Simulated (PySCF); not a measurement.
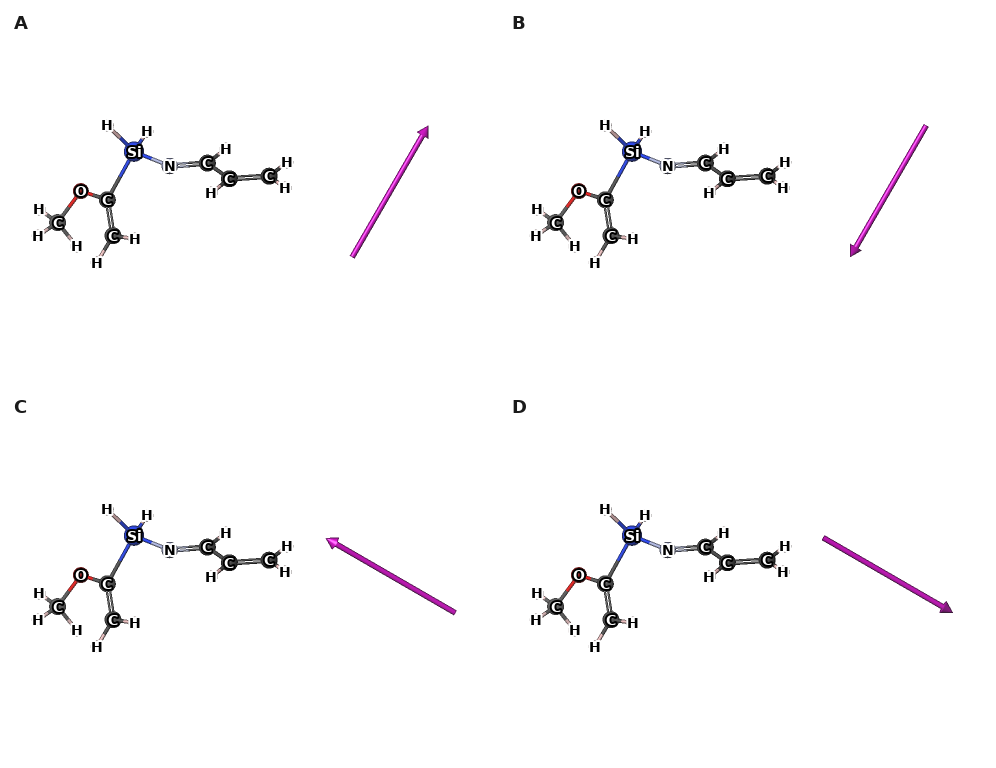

The same molecule four times, each with an arrow. The geometry was computed by an optimisation with GFN2-xTB. No frequency run is at hand to confirm it as a minimum. Properties computed with PBE0/pcSseg-1, gas phase (PySCF 2.14.0).

### Which arrow points along the dipole moment, from the negative to the positive end?

D. The dipole moment is 1.73 D.

The geometry is semi-empirical. Around Si such bond lengths and angles can be off by a tenth of an ångström or more and by several degrees, and values that hang on the shape move with them.
